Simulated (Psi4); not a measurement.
# UMP3/aug-cc-pVDZ run of C2F3 (SMILES F[C]=C(F)F)

What is the vertical electron affinity of C2F3 at UMP3/aug-cc-pVDZ? 

The results are computed with Psi4 1.11.

## (1) The structure to begin with

The species is C2F3 (5 atoms), meant as a doublet with charge 0. As SMILES, `F[C]=C(F)F`. The coordinates come from a PBE0-D4/def2-TZVP relaxation.

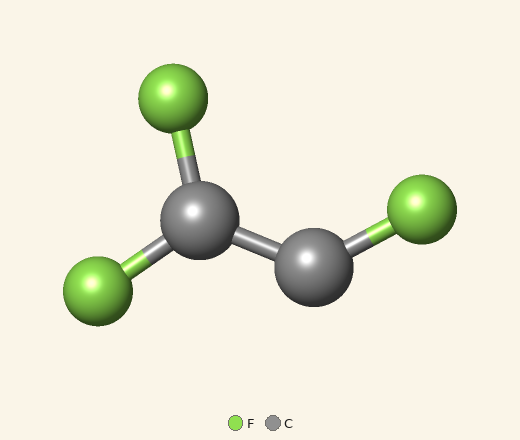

Viewed from a chosen angle; fluorine green, carbon grey.

## (2) The energy at UMP3/aug-cc-pVDZ

File input.json:

```json
{
  "schema_name": "qcschema_input",
  "schema_version": 1,
  "molecule": {
    "schema_name": "qcschema_molecule",
    "schema_version": 2,
    "symbols": ["F", "C", "C", "F", "F"],
    "geometry": [1.09173258, -1.95297526, 2.85552735, 0.95797776, 0.07339696, 1.48479561, -0.23905035, 0.46838752, -0.64855401, -1.60365938, -1.22921015, -1.85319772, -0.2070006, 2.64040093, -1.83855234],
    "molecular_charge": 0,
    "molecular_multiplicity": 2,
    "fix_symmetry": "c1",
    "fix_com": true,
    "fix_orientation": true
  },
  "driver": "energy",
  "model": {
    "method": "mp3",
    "basis": "aug-cc-pVDZ"
  },
  "keywords": {
    "reference": "uhf",
    "puream": true,
    "e_convergence": 1e-09,
    "d_convergence": 1e-08,
    "scf_type": "pk",
    "num_frozen_docc": 5,
    "maxiter": 100,
    "mp_type": "conv"
  }
}
```

The run is started by

```console
$ psi4 --qcschema input.json -n 1 --memory 2200MB
```

stdout:

```text
[...]
  Running in c1 symmetry.
[...]
  Nuclear repulsion =  163.403943947903571
[...]
  Multiplicity = 2
[...]
  Nalpha       = 20
  Nbeta        = 19
[...]
    Number of basis functions: 115
[...]
   @UHF iter   1:  -373.89382262543484   -6.16001e-01   3.14029e-03 ADIIS/DIIS
[...]
   @UHF iter  18:  -373.96909229624674   -2.33058e-12   6.57960e-09 DIIS
[...]
   @S^2 Observed:                9.372181139E-01
[...]
    Orbital Energies [Eh]
    ---------------------
    Alpha Occupied:
       1A    -26.385206     2A    -26.375135     3A    -26.374490
       4A    -11.439163     5A    -11.390525     6A     -1.725437
       7A     -1.708199     8A     -1.662630     9A     -1.109122
      10A     -0.910807    11A     -0.844391    12A     -0.830221
      13A     -0.783087    14A     -0.758986    15A     -0.751986
      16A     -0.708664    17A     -0.697596    18A     -0.682080
      19A     -0.515590    20A     -0.432171
    Alpha Virtual:
      21A      0.065627    22A      0.074089    23A      0.090458
      24A      0.098445    25A      0.119806    26A      0.124576
[...]
  @UHF Final Energy:  -373.96909229624674
   => Energetics <=
    Nuclear Repulsion Energy =            163.4039439479035707
    One-Electron Energy =                -843.3064652558039143
    Two-Electron Energy =                 305.9334290116535726
    Total Energy =                       -373.9690922962467425
  UHF NO Occupations:
  HONO-2 :   18  A 1.9976723
  HONO-1 :   19  A 1.9064282
[...]
 Multipole Moments:
 ------------------------------------------------------------------------------------
     Multipole            Electronic (a.u.)      Nuclear  (a.u.)        Total (a.u.)
 ------------------------------------------------------------------------------------
 L = 1.  Multiply by 2.5417464519 to convert [e a0] to [Debye]
 Dipole X            :          2.2942166           -2.1567821            0.1374344
 Dipole Y            :          1.7393761           -1.6253534            0.1140226
 Dipole Z            :          2.6624358           -2.5085548            0.1538810
 Magnitude           :                                                    0.2357302
[...]
	SCS-MP2 Total Energy (a.u.)        :  -374.75530609046280
	SOS-MP2 Total Energy (a.u.)        :  -374.73810560174917
[...]
	SOS-PI-MP2 Total Energy (a.u.)     :  -374.79726047140321
[...]
	MP2 Total Energy (a.u.)            :  -374.78970706789016
[...]
	SCS-MP3 Total Energy (a.u.)        :  -374.75715771791636
[...]
	MP3 Total Energy (a.u.)            :  -374.79711357770441
[...]
```

The result, in JSON:

```text
{
 "driver": "energy",
 "model": {
  "method": "mp3",
  "basis": "aug-cc-pVDZ"
 },
 "success": true,
 "return_result": -374.7971135777044,
 "properties": {
  "calcinfo_nbasis": 115,
  "calcinfo_nmo": 115,
  "calcinfo_nalpha": 20,
  "calcinfo_nbeta": 19,
  "calcinfo_natom": 5,
  "nuclear_repulsion_energy": 163.40394394790357,
  "return_energy": -374.7971135777044,
  "scf_one_electron_energy": -843.3064652558039,
  "scf_two_electron_energy": 305.9334290116536,
  "scf_dipole_moment": [0.13743441769589593, 0.11402264611377011, 0.15388096742918567],
  "scf_total_energy": -373.96909229624674,
  "scf_iterations": 18,
  "mp2_same_spin_correlation_energy": -0.22906607510308308,
  "mp2_opposite_spin_correlation_energy": -0.5915486965403226,
  "mp2_singles_energy": 0.0,
  "mp2_doubles_energy": -0.8206147716434057,
  "mp2_correlation_energy": -0.8206147716434202,
  "mp2_total_energy": -374.78970706789016
 }
}
```

Run time: 38 s. Hardware: 1 thread of Intel Xeon 6975P-C (Granite Rapids), shared host; peak memory 1.5 GiB.

## (3) The singlet anion, same level

File run.py:

```python
import numpy as np
from ase.calculators.psi4 import Psi4
from ase import Atoms

mol = Atoms(['F', 'C', 'C', 'F', 'F'], positions=[
    [0.577720, -1.033470, 1.511080],
    [0.506940, 0.038840, 0.785720],
    [-0.126500, 0.247860, -0.343200],
    [-0.848620, -0.650470, -0.980670],
    [-0.109540, 1.397240, -0.972920],
])
calc = Psi4(atoms=mol, method='mp3', basis='aug-cc-pVDZ', memory='2200MB', num_threads=1, charge=-1, multiplicity=1, label='c2f3', reference='rhf')
calc.psi4.set_options({'puream': True, 'e_convergence': 1e-09, 'd_convergence': 1e-08, 'scf_type': 'pk', 'num_frozen_docc': 5, 'mp_type': 'conv'})
mol.calc = calc

print(f'energy: {mol.get_potential_energy():.6f} eV')
```

The run is started by

```console
$ python run.py
```

c2f3.dat:

```text
[...]
  Running in c1 symmetry.
[...]
  Nuclear repulsion =  163.403943792540275
[...]
  Multiplicity = 1
[...]
  Nalpha       = 20
  Nbeta        = 20
[...]
    Number of basis functions: 115
[...]
   @RHF iter   1:  -373.86669275074155   -5.88871e-01   3.88136e-03 DIIS/ADIIS
[...]
   @RHF iter  13:  -373.97670293858181   -7.21911e-12   5.61324e-09 DIIS
[...]
    Orbital Energies [Eh]
    ---------------------
    Doubly Occupied:
       1A    -26.138552     2A    -26.134391     3A    -26.107120
       4A    -11.151767     5A    -11.032846     6A     -1.490282
       7A     -1.432035     8A     -1.426985     9A     -0.804637
      10A     -0.657680    11A     -0.587838    12A     -0.570759
      13A     -0.550408    14A     -0.485819    15A     -0.482273
      16A     -0.478784    17A     -0.455627    18A     -0.444343
      19A     -0.120933    20A     -0.090483
[...]
  @RHF Final Energy:  -373.97670293858181
   => Energetics <=
    Nuclear Repulsion Energy =            163.4039437925402751
    One-Electron Energy =                -853.4741674589521381
    Two-Electron Energy =                 316.0935207278300254
    Total Energy =                       -373.9767029385818091
[...]
 Multipole Moments:
 ------------------------------------------------------------------------------------
     Multipole            Electronic (a.u.)      Nuclear  (a.u.)        Total (a.u.)
 ------------------------------------------------------------------------------------
 L = 1.  Multiply by 2.5417464519 to convert [e a0] to [Debye]
 Dipole X            :         -1.1251867            0.2658599           -0.8593268
 Dipole Y            :         -0.7710427            0.2003523           -0.5706904
 Dipole Z            :         -1.3526471            0.3092400           -1.0434070
 Magnitude           :                                                    1.4672519
[...]
	SCS-MP2 Total Energy (a.u.)        :  -374.81337883638463
	SOS-MP2 Total Energy (a.u.)        :  -374.79635023965193
[...]
	SOS-PI-MP2 Total Energy (a.u.)     :  -374.85940003204195
[...]
	MP2 Total Energy (a.u.)            :  -374.84743602985003
[...]
	SCS-MP3 Total Energy (a.u.)        :  -374.81450898867286
[...]
	MP3 Total Energy (a.u.)            :  -374.85195663900294
[...]
```

The script printed:

```text
energy: -10200.241294 eV
```

It took 19 s on 1 thread of Intel Xeon 6975P-C (Granite Rapids), shared host; peak memory 1.4 GiB.

## (4) What came out

At UMP3/aug-cc-pVDZ, 5 core orbitals frozen:

```
                                                                quantity          value
                                              doublet C2F3: total energy  -374.79711 Eh
doublet C2F3: HOMO energy (Hartree–Fock orbitals) (highest over α and β)      -11.12 eV
 doublet C2F3: LUMO energy (Hartree–Fock orbitals) (lowest over α and β)        0.93 eV
               doublet C2F3: correlation energy (5 core orbitals frozen)     -828.0 mEh
                         doublet C2F3: ⟨S²⟩ of the reference determinant          0.937
                                             singlet anion: total energy  -374.85196 Eh
                      singlet anion: HOMO energy (Hartree–Fock orbitals)       -2.46 eV
                      singlet anion: LUMO energy (Hartree–Fock orbitals)        5.37 eV
    singlet anion: HOMO–LUMO gap (to an unbound level, set by the basis)        7.83 eV
              singlet anion: correlation energy (5 core orbitals frozen)     -875.3 mEh
                       vertical electron affinity (to the singlet anion)       1.492 eV
```

At fixed nuclei the extra electron is bound by 1.49 eV (144 kJ/mol). ⟨S²⟩ (doublet C2F3) is 0.94 where a pure doublet has 0.75: the reference is spin-contaminated.
